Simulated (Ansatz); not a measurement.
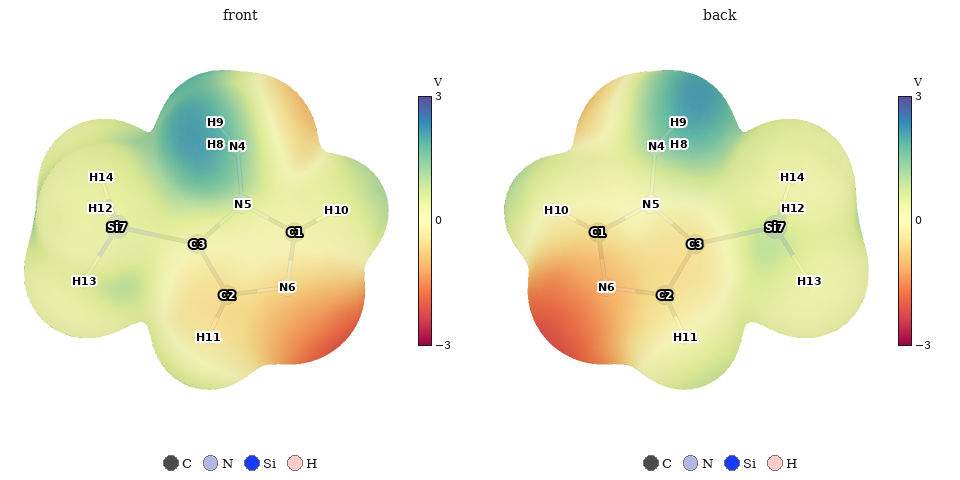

Figure. C3H7N3Si. The molecular electrostatic potential painted on the density surface at 0.002 e/bohr³, seen from the front and from behind; the colour scale runs from red (negative) to blue (positive).

Geometry: PBE0-D3(BJ)/def2-SVP.

All numbers below come from Ansatz 0.2.0, isolated molecule in a Gaussian basis; Kohn-Sham density functional theory, functional PBE0.

```csv
atom,x (Å),y (Å),z (Å)
C,-2.5293,-1.4589,0.3089
C,-1.6940,-0.5075,2.0172
C,-1.1573,0.1685,0.9343
N,-1.5272,-0.2032,-1.4964
N,-1.7201,-0.4743,-0.1570
N,-2.5342,-1.5037,1.6190
Si,0.0272,1.5933,0.8267
H,-0.5422,-0.3085,-1.7348
H,-1.8158,0.7517,-1.7038
H,-3.0824,-2.1023,-0.3756
H,-1.5035,-0.3103,3.0726
H,1.2593,1.2206,0.0616
H,0.3992,1.9884,2.2139
H,-0.5872,2.7608,0.1182
```

Describe the electrostatic potential map.

The most negative region (about −2.1 V, or −48 kcal/mol for a unit charge) lies over N6, the most positive (about +2.1 V, or +48 kcal/mol for a unit charge) over H8 and H9. N6 is the likeliest acceptor of a hydrogen bond.

How polar is the molecule by this calculation?

Its dipole moment is 3.47 D.
